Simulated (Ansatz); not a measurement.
# H2S with CH3F: superposition error and deformation, part 3 of 3

Ansatz 0.2.0, Gaussian basis. Earlier steps stand in the parts before.

## (25) B97M-V/def2-TZVPPD

The inputs:

free-a/in.yaml

```yaml
crystal:
  periodic: [false, false, false]
  atoms:
    - {symbol: S, position_ang: [-0.212160, 0.546597, -2.453376]}
    - {symbol: H, position_ang: [-0.479964, -0.415721, -1.558121]}
    - {symbol: H, position_ang: [1.015333, 0.060273, -2.690093]}
basis:
  gaussian: {orbitals: "def2-TZVPPD.json"}
hamiltonian: {xc: {name: B97M-V}}
```

free-b/in.yaml

```yaml
crystal:
  periodic: [false, false, false]
  atoms:
    - {symbol: C, position_ang: [-0.046165, 0.010020, 1.372768]}
    - {symbol: F, position_ang: [-0.463131, -1.078369, 0.640974]}
    - {symbol: H, position_ang: [-0.844691, 0.307950, 2.056215]}
    - {symbol: H, position_ang: [0.184486, 0.831723, 0.690781]}
    - {symbol: H, position_ang: [0.846292, -0.262371, 1.940951]}
basis:
  gaussian: {orbitals: "def2-TZVPPD.json"}
hamiltonian: {xc: {name: B97M-V}}
```

Each run has its own folder and the same command.

Command:

```console
ansatz run in.yaml --threads 4 --pin off --events-out ev --progress --plain --max-ram 9574MiB
```

free-a printed, cut to the lines that bear on the results:

```text
Functional definition: B97M-V
  name "B97M-V"
  cite "Mardirossian & Head-Gordon, J. Chem. Phys. 142, 074111 (2015) doi:10.1063/1.4907719"
  cite "Becke, J. Chem. Phys. 107, 8554 (1997) doi:10.1063/1.475007"
  cite "Vydrov & Van Voorhis, J. Chem. Phys. 133, 244103 (2010) doi:10.1063/1.3521275"
  # Of w^i u^j: cxij and so on, Table III.
[...]
  gx(w, u) = cx00 + cx01*u + cx02*u^2 + (cx10 + cx11*u)*w
[...]
  gos(w, u) = cos00 + cos01*u + cos03*u^3 + cos10*w + cos32*w^3*u^2
[...]
      + integral(e_c_pw_mod_opposite_spin*gos(b97_w_opposite, b97_u_opposite)) + vv10(b, c)
436 factors; their error is unknown
[...]
mean field -10865.58997496 eV, -399.3030666185 hartree, gradient 3.3e-5 eV, S^2 0.000000; 0 other end points of the search recorded, 0 dependent functions left out
reference -10865.59004617 eV, -399.3030692352 hartree; 9, 9 occupied and 76, 76 virtual orbitals, 436 factors
Total energy: -10865.59004617 eV, -399.3030692352 hartree
```

Log of free-b, cut to the lines that bear on the results:

```text
[... 5 set-up lines as earlier in the session ...]
  # Of w^i u^j: cxij and so on, Table III.
[...]
  gx(w, u) = cx00 + cx01*u + cx02*u^2 + (cx10 + cx11*u)*w
[...]
  gos(w, u) = cos00 + cos01*u + cos03*u^3 + cos10*w + cos32*w^3*u^2
[...]
      + integral(e_c_pw_mod_opposite_spin*gos(b97_w_opposite, b97_u_opposite)) + vv10(b, c)
548 factors; their error is unknown
[...]
mean field -3803.19179653 eV, -139.7647206266 hartree, gradient 2.5e-5 eV, S^2 0.000000; 0 other end points of the search recorded, 0 dependent functions left out
reference -3803.19185153 eV, -139.7647226478 hartree; 9, 9 occupied and 119, 119 virtual orbitals, 548 factors
Total energy: -3803.19185153 eV, -139.7647226478 hartree
```

Times: 0.9 s (free-a), 1.6 s (free-b) on 4 threads of Arm Neoverse V1, shared host.

## (26) HSE06-D4/def2-TZVPPD

The same edit goes into each in.yaml of step 25 (free-a, free-b):

```diff
-hamiltonian: {xc: {name: B97M-V}}
+hamiltonian: {xc: hse06, dispersion: d4}
```

Each run has its own folder and the same command.

Command:

```console
ansatz run in.yaml --threads 4 --pin off --events-out ev --progress --plain --max-ram 9574MiB
```

Output in free-a, cut to the lines that bear on the results:

```text
[... 6 set-up lines as earlier in the session ...]
[...]
474 factors; their error is unknown
41 factors; integrals over basis functions are off by at most 8.3e-5 eV
[...]
mean field -10864.30226399 eV, -399.2557441130 hartree, gradient 1.5e-5 eV, S^2 0.000000; 0 other end points of the search recorded, 0 dependent functions left out
reference -10864.30231037 eV, -399.2557458175 hartree; 9, 9 occupied and 76, 76 virtual orbitals, 474 factors
Total energy: -10864.31343218 eV, -399.2561545365 hartree
```

Log of free-b, cut to the lines that bear on the results:

```text
[... 6 set-up lines as earlier in the session ...]
[...]
548 factors; their error is unknown
55 factors; integrals over basis functions are off by at most 6.3e-6 eV
[...]
mean field -3800.06200844 eV, -139.6497030356 hartree, gradient 2.0e-5 eV, S^2 0.000000; 0 other end points of the search recorded, 0 dependent functions left out
reference -3800.06204684 eV, -139.6497044468 hartree; 9, 9 occupied and 119, 119 virtual orbitals, 548 factors
Total energy: -3800.08290752 eV, -139.6504710625 hartree
```

They took 0.35 s (free-a), 0.66 s (free-b) on 4 threads of Arm Neoverse V1, shared host.

## (27) CCSD(T)/def2-TZVPPD

The same edit goes into each in.yaml of step 26 (free-a, free-b):

```diff
-hamiltonian: {xc: hse06, dispersion: d4}
+correlation: {method: ccsd_t}
```

The same command starts each run, in its folder.

Command:

```console
ansatz run in.yaml --threads 4 --pin off --events-out ev --progress --plain --max-ram 9574MiB
```

Log of free-a, cut to the lines that bear on the results:

```text
[... 4 set-up lines as earlier in the session ...]
[...]
471 factors; integrals over basis functions are off by at most 1.1e-3 eV
[...]
mean field -10849.41076833 eV, -398.7084917413 hartree, gradient 4.3e-6 eV, S^2 0.000000; 0 other end points of the search recorded, 0 dependent functions left out
5 core orbitals not correlated: weight in the atoms' cores, before any rotation towards them, 1.000 or more for the frozen orbitals, at most 0.000 for the correlated occupied ones
reference -10849.41076833 eV, -398.7084917413 hartree; 4, 4 occupied and 76, 76 virtual orbitals, 471 factors
second order -5.23512932 eV of doubles, -0.00000000 eV of singles
cycle   1  -5.71315950 eV  change   -4.8e-1 eV  update   4.9e-2
[...]
cycle   8  -5.89246604 eV  change    3.9e-6 eV  update   7.4e-6
perturbative correction -0.22659577 eV, -0.0083272411 hartree
Total energy: -10855.52983014 eV, -398.9333631153 hartree
```

Log of free-b, cut to the lines that bear on the results:

```text
[... 4 set-up lines as earlier in the session ...]
[...]
753 factors; integrals over basis functions are off by at most 8.5e-4 eV
[...]
mean field -3785.18845837 eV, -139.1031101523 hartree, gradient 1.2e-6 eV, S^2 0.000000; 0 other end points of the search recorded, 0 dependent functions left out
2 core orbitals not correlated: weight in the atoms' cores, before any rotation towards them, 1.000 or more for the frozen orbitals, at most 0.000 for the correlated occupied ones
reference -3785.18845837 eV, -139.1031101523 hartree; 7, 7 occupied and 119, 119 virtual orbitals, 753 factors
second order -11.83506799 eV of doubles, -0.00000000 eV of singles
cycle   1  -11.97854515 eV  change   -1.4e-1 eV  update   6.6e-2
[...]
cycle   9  -12.28478802 eV  change   -1.3e-6 eV  update   4.7e-6
perturbative correction -0.36657545 eV, -0.0134713994 hartree
Total energy: -3797.83982184 eV, -139.5680391844 hartree
```

Wall times: 0.45 s (free-a), 1.8 s (free-b) on 4 threads of Arm Neoverse V1, shared host; peak memory 0.49 GiB.

## (28) The split

```csv
method,interaction with counterpoise (meV),without,superposition error,deformation,binding energy
PBE-D4,-104,-107,3,-3,-108
revPBE-D4,-82,-85,3,-5,-87
BLYP-D4,-86,-89,3,-6,-92
r2SCAN-D4,-96,-98,3,-2,-97
B97M-V,-96,-98,2,0,-96
PBE0-D4,-99,-102,3,1,-99
B3LYP-D4,-93,-96,3,-2,-96
HSE06-D4,-99,-102,3,1,-99
wB97X-V,-95,-97,3,-2,-96
wB97M-V,-91,-95,3,-1,-93
B2PLYP,-64,-71,7,-2,-66
Hartree-Fock,-17,-20,3,4,-13
MP2,-86,-104,18,-1,-87
CCSD,-71,-88,17,-1,-72
CCSD(T),-82,-101,19,-2,-84
```

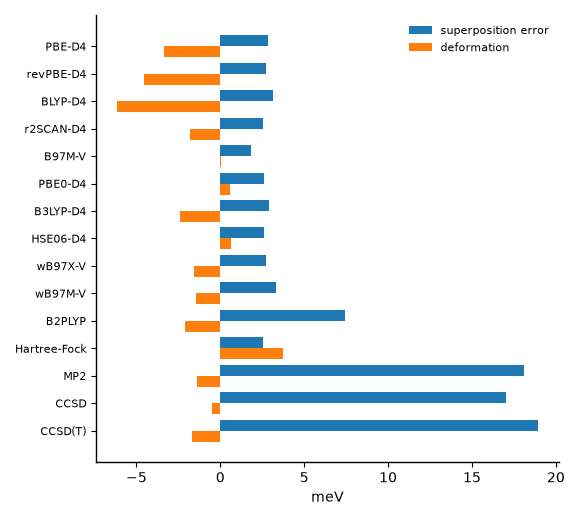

Superposition error and deformation energy by method.

## (29) Outcome

The summary covers parts 1 to 3.

```
            quantity    value
interaction, CCSD(T)  -82 meV
 superposition error   19 meV
         deformation   -2 meV
      binding energy  -84 meV
```

In this basis the superposition error is 19 meV for CCSD(T) and 3 meV on average for the plain functionals: correlated methods borrow far more, since they need many more functions to converge. The free shapes are PBE0-D4 minima, so other methods can show a small negative deformation energy.
